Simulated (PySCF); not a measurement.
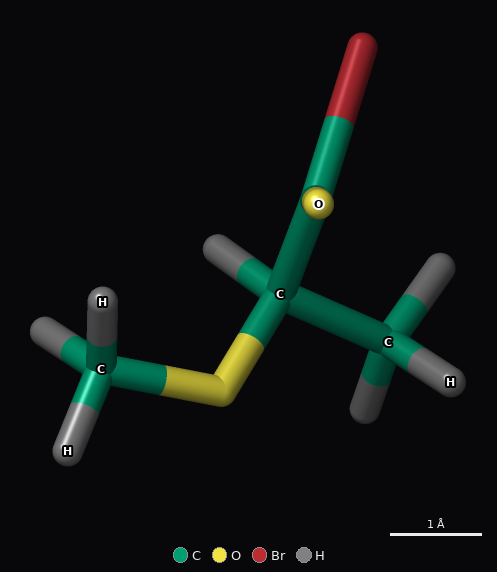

C4H7BrO2, before the relaxation. The picture is a stick view, seen at a tilt.

The start comes from GFN2-xTB. Its atoms were then displaced at random by about 0.01 Å.

Computed with PBE0-D3(BJ)/def2-SVP geometry optimisation, gas phase in PySCF 2.14.0, density-fitted response routines.

```xyz
14

C     1.9664   -0.0967   -0.6374
O     0.6237   -0.5714   -0.7373
C    -0.2570   -0.1338    0.2650
C    -1.4811   -0.9706    0.1998
C    -0.5964    1.3180    0.0781
O    -0.4220    2.0421   -0.8331
Br   -1.4759    2.0395    1.7008
H     2.0039    1.0156   -0.8104
H     2.5084   -0.5690   -1.4038
H     2.3820   -0.3079    0.3461
H     0.2185   -0.2452    1.2786
H    -1.9752   -0.8459   -0.7635
H    -2.2385   -0.6742    0.9763
H    -1.2638   -2.0156    0.3331
```

Predict the outcome.

Answer. The energy falls by 0.159 eV in 6 geometry steps. The atom that moves furthest after the best rigid fit is O6 (0.061 Å). Largest moves by element: O 0.061 Å, C 0.047 Å, H 0.043 Å, Br 0.037 Å. Among the contacts that change: C1–H9 1.051 → 1.098 Å, C3–C4 1.484 → 1.520 Å, C4–H13 1.124 → 1.097 Å, C3–C5 1.503 → 1.530 Å. Bond angles that change, for instance: C3–C5–O6 131.1° → 127.4°, C3–C4–H14 112.1° → 108.4°, H12–C4–H13 106.0° → 109.5°.

The structure at the end:

```xyz
14

C     1.9259   -0.0734   -0.6394
O     0.6167   -0.5685   -0.7240
C    -0.2463   -0.1432    0.2713
C    -1.5133   -0.9795    0.1948
C    -0.5824    1.3398    0.1052
O    -0.3651    2.0219   -0.8289
Br   -1.4674    2.0713    1.7168
H     1.9746    1.0104   -0.8420
H     2.5205   -0.5966   -1.3997
H     2.3695   -0.2713    0.3551
H     0.2085   -0.2411    1.2793
H    -1.9815   -0.8534   -0.7917
H    -2.2275   -0.6955    0.9778
H    -1.2395   -2.0361    0.3177
```

After the run, drawn alike:

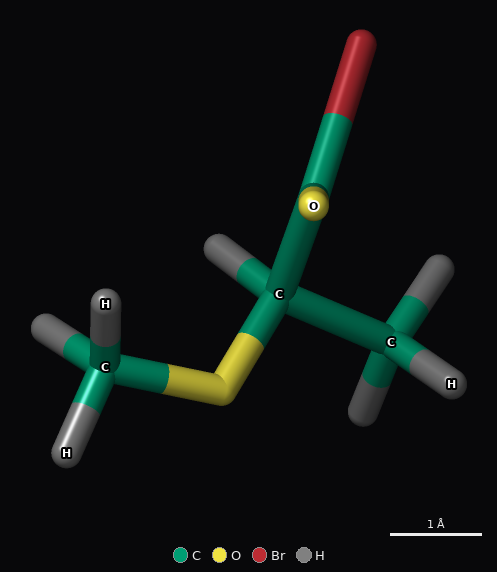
